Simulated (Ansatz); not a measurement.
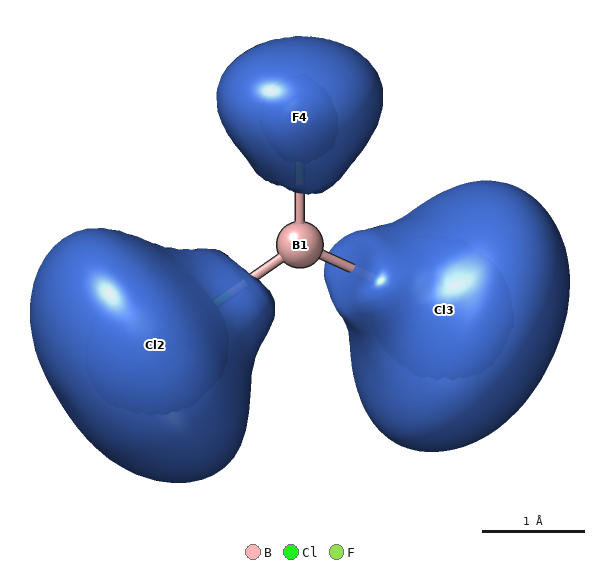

BCl2F. Isosurface of the electron localisation function at 0.75 (blue), seen at a tilt. Core shells and regions of very low density are left out.

Level of theory: Ansatz 0.2.0, RKS PBE-D4/def2-SVP.

Where are the electrons localised?

The surface consists of two regions on Cl in which the atom's valence shell and bonds are merged and one region on F in which the atom's valence shell and bonds are merged. Profiles from the grid: B–F (1.32 Å): the ELF peaks at about 0.85 between the atoms: a polar covalent bond. B–Cl (1.75 Å): the ELF peaks at about 0.90 between the atoms: a polar covalent bond.
